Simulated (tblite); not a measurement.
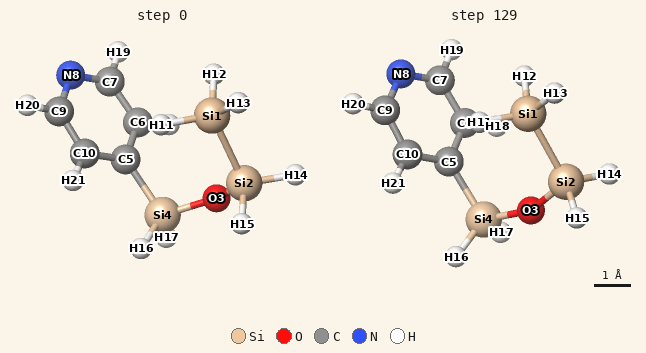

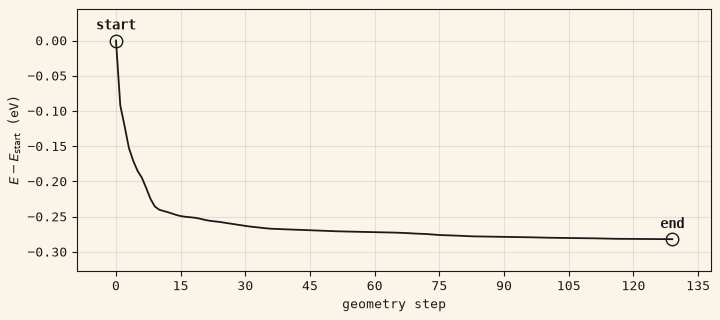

First and last geometry of a relaxation of C5H11NOSi3, with the history of the run. A ball-and-stick model, seen from a free direction.

These are results of GFN2-xTB geometry optimisation, gas phase in tblite 0.8.0, not measurements. 

Question: Read the history and describe the run.

Answer: It converged. Over 129 geometry steps the energy falls by 0.282 eV. The largest move after the best rigid fit is that of O3, 0.56 Å. By element the largest moves are O 0.56 Å, H 0.53 Å, C 0.32 Å, Si 0.30 Å, N 0.28 Å. Some distances before and after: O3–Si4 1.667 → 1.616 Å, N8–C9 1.357 → 1.322 Å, Si4–H16 1.494 → 1.461 Å, Si1–H11 1.499 → 1.469 Å. Among the angles between lasting bonds that change: Si2–O3–Si4 140.3° → 156.6°, Si1–Si2–H14 109.4° → 115.8°, O3–Si2–H14 108.8° → 103.1°. Groups turn about O3–Si4 by about 65°, Si2–O3 by about 65°.

```csv
step,"E − E(0), eV"
0,0.0000
1,-0.0922
2,-0.1215
3,-0.1526
4,-0.1707
5,-0.1850
6,-0.1947
7,-0.2092
8,-0.2248
9,-0.2355
10,-0.2401
16,-0.2501
23,-0.2568
29,-0.2622
35,-0.2667
41,-0.2684
48,-0.2702
54,-0.2712
60,-0.2720
66,-0.2730
73,-0.2752
79,-0.2770
85,-0.2782
91,-0.2788
98,-0.2797
104,-0.2802
110,-0.2807
116,-0.2815
123,-0.2819
129,-0.2821
```
